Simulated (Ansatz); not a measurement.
A correction line for wB97X-V/def2-TZVPP: vertical ionisation energy

The vertical ionisation energy (cation less neutral) in eV of 7 Ga-containing molecules: x at wB97X-V/def2-TZVPP, y at CCSD(T)/def2-TZVPP. Shapes, held fixed at every level: PBE0-D4/def2-TZVP. Programs: Ansatz 0.2.0.

| molecule | x (eV) | y (eV) |
| --- | --- | --- |
| GaBr (SMILES [Ga][Br]) | 9.60 | 9.53 |
| GaCl (SMILES [Cl][Ga]) | 9.89 | ? |
| GaH3(NH3) | 10.11 | 10.12 |
| PH3(GaH3) | 10.34 | 10.35 |
| GaH3(OH2) | 10.44 | 10.45 |
| GaH3(SH2) | 10.45 | 10.44 |
| GaF (SMILES [F][Ga]) | 10.46 | 10.38 |

**Question.** Fit y = c + s·x to the known rows and predict y for GaCl.

**Answer.** 
1. Means of the 6 rows: x = 10.2333, y = 10.212.
2. Σ(Δx)² = 0.56873, Σ(Δx·Δy) = 0.59467, so the slope is 0.59467/0.56873 = 1.0456.
3. Intercept: 10.212 − (1.0456) × 10.2333 = -0.488. The largest residual of the fit is 0.069.
4. GaCl: -0.488 + 1.0456 × 9.89 = 9.85 eV.

CCSD(T)/def2-TZVPP gives 9.79 eV, so the prediction is off by +0.06 eV, within the largest residual. Uncorrected, wB97X-V/def2-TZVPP misses it by +0.10 eV, and the other rows by 0.03 on average. The line removes about 40 % of this miss. Left out in turn, the other rows are missed by 0.06 eV on average, worse than no correction. Cations run unrestricted. Relativity is left out for Br, Ga. Outer-core shells of Br, Ga are correlated, in sets that cover them unevenly.

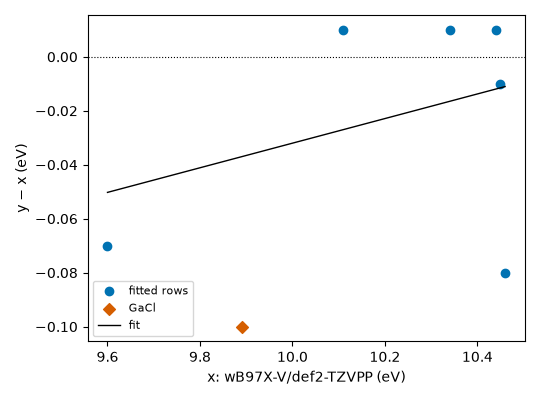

The correction y − x against x, with the fitted line and the withheld molecule.
